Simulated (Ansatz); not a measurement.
Run report: SiNH₆ClF₂, nudged elastic band (part 2 of 2)

SiNH₆ClF₂; RKS BLYP-D4/cc-pVDZ (Ansatz 0.2.0). It belongs to a series of runs on one base structure; here: band between the two ends.

Geometry of the input (Å):
```
Si -0.6631  -1.0915  -0.6972
Cl 1.2606  -1.7767  0.1556
H  -0.8012  -1.9938  -1.8797
H  -1.6410  -1.3349  0.3991
N  -0.6884  0.5630  -1.1792
H  0.3382  1.2940  1.5805
F  -0.6135  1.4522  1.4954
H  1.7594  -0.0534  1.0468
F  1.8389  0.8322  1.4414
H  -0.1094  0.8730  -1.9664
H  -0.6805  1.2361  -0.3963
```

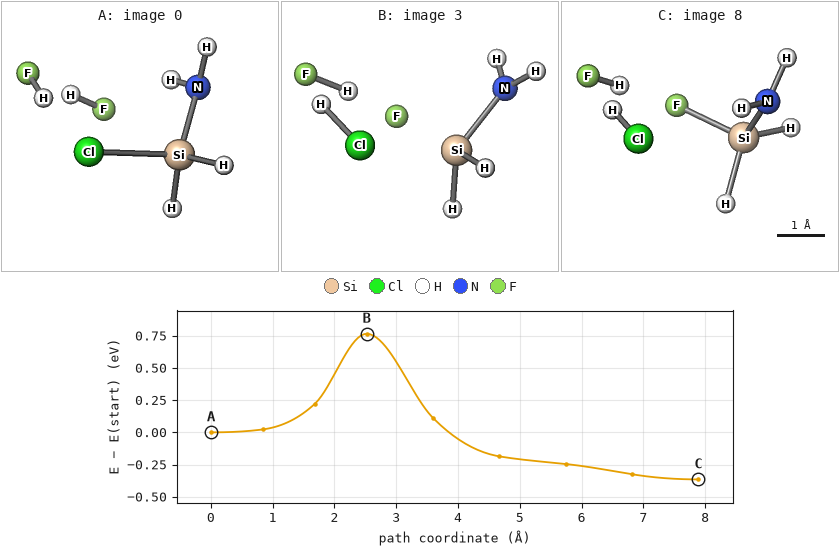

**Figure 1.** Images of the last band (counted from 0; ball-and-stick, seen at a tilt) above the energy along the path; the line is a cubic interpolation that uses the forces. The highest image is number 3, 0.765 eV above the start and 1.130 eV above the end (the climbing image); the end lies 0.365 eV below the start. The path is 7.89 Å long. The band converged in 26 iterations.

```
Total energy: -27422.33195438 eV, -1007.7521117994 hartree
Atom 0 at    -0.710979    -0.609877    -0.389691 Å, force     0.001873     0.001676     0.002949 eV/Å
Atom 1 at     1.520896    -1.560799     0.460260 Å, force    -0.000603     0.001638    -0.001176 eV/Å
Atom 2 at    -0.437732    -1.657721    -1.438914 Å, force     0.000091    -0.000551    -0.000134 eV/Å
Atom 3 at    -1.803658    -1.142158     0.480000 Å, force    -0.000987    -0.000435     0.000938 eV/Å
Atom 4 at    -0.908307     0.761712    -1.425263 Å, force    -0.000004    -0.001250    -0.002278 eV/Å
Atom 5 at     0.724748     0.798611     1.543791 Å, force     0.000365     0.000378     0.000933 eV/Å
Atom 6 at    -0.364565     0.625513     1.047204 Å, force     0.000489    -0.000836    -0.002506 eV/Å
Atom 7 at     1.861708    -0.349756     1.334640 Å, force    -0.000231    -0.001452     0.000133 eV/Å
Atom 8 at     1.778689     0.718293     1.895527 Å, force    -0.000938     0.000066     0.000190 eV/Å
Atom 9 at    -0.688904     0.692367    -2.420491 Å, force    -0.000201     0.000635    -0.000316 eV/Å
Atom 10 at    -0.971794     1.723916    -1.086963 Å, force     0.000146     0.000130     0.001267 eV/Å
Dipole moment:    -0.128827     0.351919    -0.284271 e Å
this run last wrote the band of iteration 26 to [file]
```

The last band as extended XYZ (Å, eV, eV/Å)
```
11
Properties=species:S:1:pos:R:3:forces:R:3 image=0 energy=-27423.09662
Si   -0.6631   -1.0915   -0.6972   -0.0010   0.0039  -0.0222
Cl    1.2606   -1.7767    0.1556    0.0042   0.0022   0.0052
H    -0.8012   -1.9938   -1.8797   -0.0015  -0.0029  -0.0022
H    -1.6410   -1.3349    0.3991   -0.0040   0.0008   0.0069
N    -0.6884    0.5630   -1.1792    0.0168  -0.0074   0.0038
H     0.3382    1.2940    1.5805   -0.0187   0.0007  -0.0025
F    -0.6135    1.4522    1.4954    0.0236  -0.0013   0.0009
H     1.7594   -0.0534    1.0468    0.0028   0.0214   0.0155
F     1.8389    0.8322    1.4414   -0.0078  -0.0214  -0.0164
H    -0.1094    0.8730   -1.9664   -0.0116  -0.0027   0.0117
H    -0.6805    1.2361   -0.3963   -0.0027   0.0068  -0.0007
11
Properties=species:S:1:pos:R:3:forces:R:3 image=1 energy=-27423.07378
Si   -0.6585   -1.0123   -0.6882   -0.0030  -0.0148  -0.0123
Cl    1.3596   -1.5803    0.0303    0.0031  -0.0068  -0.0185
H    -0.8415   -2.0063   -1.7881   -0.0185  -0.0149  -0.0113
H    -1.5324   -1.2206    0.4981    0.0109  -0.0061  -0.0002
N    -0.8121    0.5816   -1.3292    0.0043  -0.0107   0.0060
H     0.4009    1.1810    1.6385   -0.0089   0.0227   0.0042
F    -0.5180    1.3229    1.3656   -0.0104   0.0389   0.0109
H     1.8282   -0.1052    1.2983   -0.0087   0.0024  -0.0124
F     1.8757    0.6913    1.8532   -0.0066  -0.0002  -0.0074
H    -0.3881    0.8056   -2.2344    0.0228   0.0100   0.0129
H    -0.7135    1.3423   -0.6438    0.0149  -0.0204   0.0281
11
Properties=species:S:1:pos:R:3:forces:R:3 image=2 energy=-27422.87604
Si   -0.6584   -0.8421   -0.5671    0.0288  -0.1371  -0.1040
Cl    1.3354   -1.5214    0.2382   -0.1163   0.0176  -0.1344
H    -0.6568   -1.8496   -1.6650   -0.1367  -0.1118  -0.1344
H    -1.6534   -1.1422    0.4977    0.0845   0.0073   0.0107
N    -0.8594    0.6600   -1.3989    0.0312  -0.0551   0.0140
H     0.5061    0.9495    1.5930   -0.1266   0.0864   0.0292
F    -0.4128    0.9270    1.2493   -0.0256   0.1809   0.1204
H     1.9122   -0.1501    1.4224    0.0286   0.1102   0.0523
F     1.9348    0.6860    1.9435    0.0963  -0.0271   0.0282
H    -0.6023    0.7167   -2.3876    0.0535   0.0184   0.0209
H    -0.8453    1.5663   -0.9254    0.0822  -0.0895   0.0971
11
Properties=species:S:1:pos:R:3:forces:R:3 image=3 energy=-27422.33161
Si   -0.7110   -0.6099   -0.3897    0.0019   0.0017   0.0029
Cl    1.5209   -1.5608    0.4603   -0.0006   0.0016  -0.0012
H    -0.4377   -1.6577   -1.4389    0.0001  -0.0006  -0.0001
H    -1.8037   -1.1422    0.4800   -0.0010  -0.0004   0.0009
N    -0.9083    0.7617   -1.4253    0.0000  -0.0013  -0.0023
H     0.7247    0.7986    1.5438    0.0004   0.0004   0.0009
F    -0.3646    0.6255    1.0472    0.0005  -0.0008  -0.0025
H     1.8617   -0.3498    1.3346   -0.0002  -0.0015   0.0001
F     1.7787    0.7183    1.8955   -0.0009   0.0001   0.0002
H    -0.6889    0.6924   -2.4205   -0.0002   0.0006  -0.0003
H    -0.9718    1.7239   -1.0870    0.0001   0.0001   0.0013
11
Properties=species:S:1:pos:R:3:forces:R:3 image=4 energy=-27422.98392
Si   -0.9934   -0.4892   -0.4059   -0.1414   0.0809   0.0061
Cl    2.0053   -1.7274    0.5970    0.2391  -0.0959   0.0841
H    -0.2687   -1.5621   -1.1500    0.0972   0.0421   0.1549
H    -2.1980   -1.0474    0.2730   -0.2249   0.0615  -0.1144
N    -1.1668    0.8135   -1.5299   -0.1167   0.0340  -0.0521
H     0.9270    0.8277    1.6214    0.0959   0.0209   0.0434
F    -0.3546    0.2986    0.9884   -0.0033  -0.1788  -0.0566
H     2.0764   -0.5611    1.2634    0.1057  -0.1226  -0.0261
F     1.8413    0.9062    1.9336    0.0289   0.1022   0.0350
H    -0.6435    0.7659   -2.4072    0.0408   0.0291  -0.0039
H    -1.2249    1.7754   -1.1836   -0.1213   0.0266  -0.0705
11
Properties=species:S:1:pos:R:3:forces:R:3 image=5 energy=-27423.28281
Si   -1.1254   -0.4435   -0.3541   -0.0074   0.0108   0.0177
Cl    2.4676   -1.7953    0.5986    0.0432  -0.0072   0.0057
H    -0.2521   -1.5428   -0.8475    0.0009   0.0006   0.0333
H    -2.5057   -0.8360    0.0571   -0.0349   0.0265  -0.0232
N    -1.1614    0.7990   -1.5551   -0.0049  -0.0033  -0.0033
H     0.9044    0.7256    1.5890   -0.0001  -0.0108  -0.0053
F    -0.4825    0.1081    1.1393   -0.0183  -0.0229   0.0050
H     2.3144   -0.5926    1.1576    0.0261  -0.0076  -0.0128
F     1.8324    0.9410    1.7390   -0.0025   0.0014  -0.0182
H    -0.3317    0.9579   -2.1343    0.0388   0.0192   0.0274
H    -1.6599    1.6785   -1.3894   -0.0409  -0.0067  -0.0264
11
Properties=species:S:1:pos:R:3:forces:R:3 image=6 energy=-27423.34213
Si   -1.2043   -0.4805   -0.2566   -0.0054  -0.0022   0.0043
Cl    2.6343   -1.5033    0.1702    0.0070   0.0142  -0.0198
H    -0.4354   -1.7100   -0.5874   -0.0083  -0.0067   0.0110
H    -2.6764   -0.6429   -0.0622   -0.0082   0.0105  -0.0052
N    -0.9180    0.7252   -1.4585    0.0029  -0.0037   0.0116
H     0.7309    0.6302    1.6299   -0.0098  -0.0037   0.0007
F    -0.6764   -0.0192    1.3142   -0.0095  -0.0070   0.0109
H     2.3212   -0.4178    0.8828    0.0021   0.0063  -0.0149
F     1.6446    0.9444    1.6419   -0.0097   0.0023  -0.0078
H     0.0261    0.8711   -1.8287    0.0236  -0.0074   0.0152
H    -1.4464    1.6030   -1.4455    0.0153  -0.0027  -0.0060
11
Properties=species:S:1:pos:R:3:forces:R:3 image=7 energy=-27423.42160
Si   -1.2424   -0.5246   -0.1943    0.0062   0.0059   0.0019
Cl    2.5125   -1.0532   -0.3049   -0.0151   0.0241  -0.0341
H    -0.6577   -1.8734   -0.4215   -0.0134  -0.0152   0.0131
H    -2.7334   -0.4590   -0.1218   -0.0116   0.0157   0.0011
N    -0.6843    0.5869   -1.3877    0.0074  -0.0160   0.0150
H     0.6265    0.5742    1.7142   -0.0040   0.0002   0.0129
F    -0.7648   -0.0993    1.4069   -0.0056  -0.0108  -0.0006
H     2.2101   -0.1930    0.6769   -0.0056   0.0356  -0.0313
F     1.5312    0.9196    1.7273   -0.0178  -0.0139   0.0127
H     0.3110    0.6053   -1.6344    0.0270  -0.0207   0.0149
H    -1.1086    1.5166   -1.4606    0.0325  -0.0049  -0.0056
11
Properties=species:S:1:pos:R:3:forces:R:3 image=8 energy=-27423.46181
Si   -1.3339   -0.4943   -0.1446    0.0129   0.0019   0.0105
Cl    2.6487   -0.4714   -0.6423   -0.0028   0.0003   0.0010
H    -0.8733   -1.9120   -0.1870   -0.0094  -0.0059  -0.0074
H    -2.8118   -0.2768   -0.1731    0.0001  -0.0028  -0.0030
N    -0.5800    0.4095   -1.3985   -0.0074  -0.0078   0.0020
H     0.5703    0.4178    1.8201   -0.0241  -0.0109  -0.0060
F    -0.9053    0.0316    1.4415    0.0048   0.0026   0.0033
H     2.2182    0.0277    0.5287    0.0008  -0.0030  -0.0103
F     1.5149    0.6144    1.9061    0.0181   0.0158   0.0135
H     0.4285    0.2833   -1.5588    0.0049  -0.0004   0.0020
H    -0.8762    1.3705   -1.5919    0.0021   0.0102  -0.0055
```

Results in brief

```tsv
quantity	value
outcome	converged
barrier, forward	0.765 eV
barrier, backward	1.130 eV
wall time	4.2 min (CPU time 8.1 min)
peak memory	0.18 GiB
```

The order of the saddle point was not checked.
